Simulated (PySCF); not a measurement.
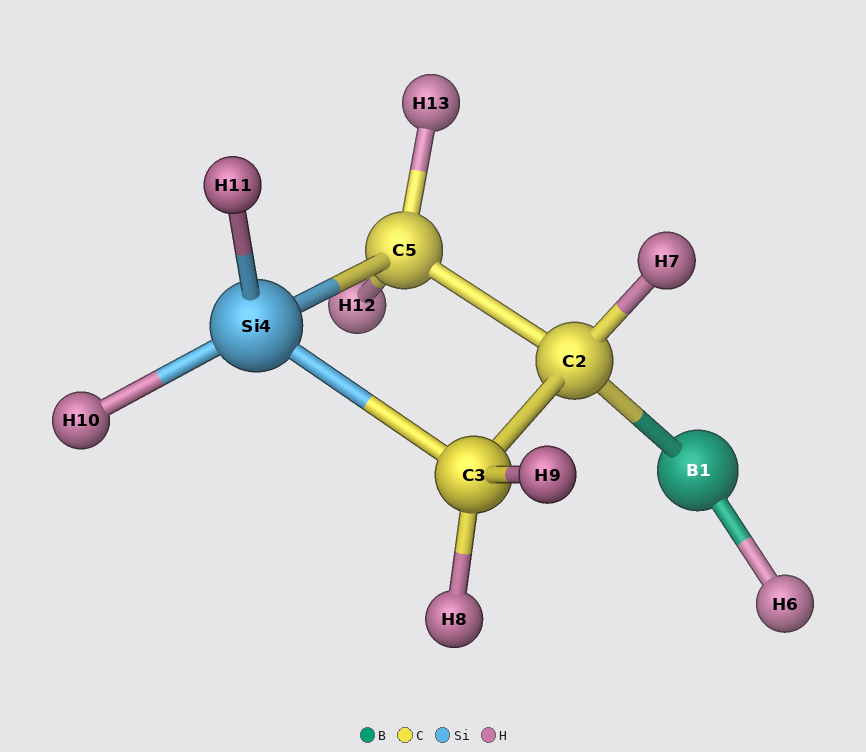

Charge 0, doublet. Computed geometry: GFN2-xTB optimisation. No frequency run is at hand to confirm it as a minimum. Computed with UKS B3LYP, pcH-1 on B C H Si, non-relativistic (PySCF 2.14.0). Fermi-contact and spin-dipolar terms alone, no spin-orbit part.

> Which nucleus has the largest dipolar (anisotropic) hyperfine coupling?

11B at B1: principal values −43.4, −42.7, 86.0 MHz.

List the isotropic and dipolar parts for the most strongly coupled nuclei, one of each equivalent set.

| atom | isotope | a_iso (MHz) | dipolar part (MHz) |
| --- | --- | --- | --- |
| B1 | 11B | 323.2 | −43.4, −42.7, 86.0 |
| H6 | 1H | 59.8 | −19.6, −1.3, 20.9 |
| H7 | 1H | −4.5 | −5.0, −3.6, 8.6 |
| C2 | 13C | 21.9 | −4.4, −3.3, 7.7 |
| C3 | 13C | 36.6 | −4.1, −3.4, 7.5 |
| H12 | 1H | −1.5 | −4.3, −2.0, 6.3 |
| H8 | 1H | 1.5 | −3.7, −1.4, 5.1 |
| Si4 | 29Si | −1.3 | −4.4, 2.0, 2.4 |

The geometry is semi-empirical. Around B, Si such bond lengths and angles can be off by a tenth of an ångström or more and by several degrees, and values that hang on the shape move with them.
